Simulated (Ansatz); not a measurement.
The calculation's input:

```
crystal:
  periodic: [false, false, false]
  atoms:
    - {symbol: Br, position_ang: [0.406746, -0.605484, 3.700405]}
    - {symbol: F, position_ang: [-1.891154, -1.258071, 1.678205]}
    - {symbol: Si, position_ang: [-0.826516, -0.057847, 1.938207]}
    - {symbol: Si, position_ang: [0.644498, 0.239100, 0.170189]}
    - {symbol: H, position_ang: [-1.616647, 1.154444, 2.275747]}
    - {symbol: H, position_ang: [1.655549, -0.851053, 0.046041]}
    - {symbol: H, position_ang: [0.015136, 0.575948, -1.142432]}
basis:
  gaussian:
    orbitals: def2-TZVPD
magnetization:
  spin_polarized: true
  initial_magnetization: 1
hamiltonian:
  xc: {name: PBE0}
output: {forces: true, orbitals: {seedname: orbitals}}
```

Launched as:

```sh
ansatz run input.yaml --threads 2 --pin off --max-ram 4350MiB --events-out events.jsonl --progress --plain --runs-dir runs
```

Geometry: PBE0-D3(BJ)/def2-SVP.

Level of theory: isolated molecule in a Gaussian basis; Kohn-Sham density functional theory, functional PBE0 (Ansatz).

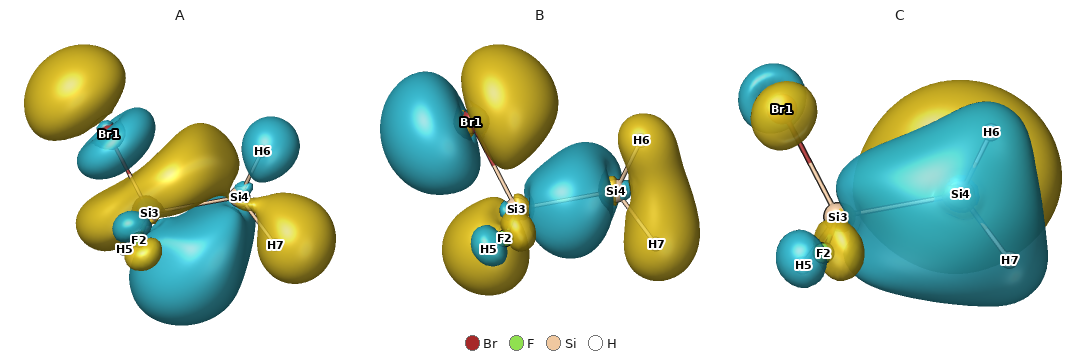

BrFH3Si2 (doublet). Three frontier orbitals at ±0.06 Å⁻³ᐟ² (yellow and cyan are the two phases), in no order.

Q: Which picture is the HOMO−1, the HOMO and the LUMO? All are α orbitals.

A: B is the HOMO−1 (α) (−8.45 eV). By Hirshfeld shares it lies mainly on Br1 (about 55 %), Si4 (about 15 %), Si3 (about 15 %) and H5 (about 5 %). C is the HOMO (α) (−6.74 eV). It lies mainly on Si4 (about 75 %) and Si3 (about 10 %). A is the LUMO (α) (−0.87 eV). It lies mainly on Si3 (about 35 %), Si4 (about 25 %), Br1 (about 25 %) and H7 (about 5 %).

Q: What is the gap between the highest occupied and lowest empty α orbitals?

A: 5.87 eV between the orbital energies.
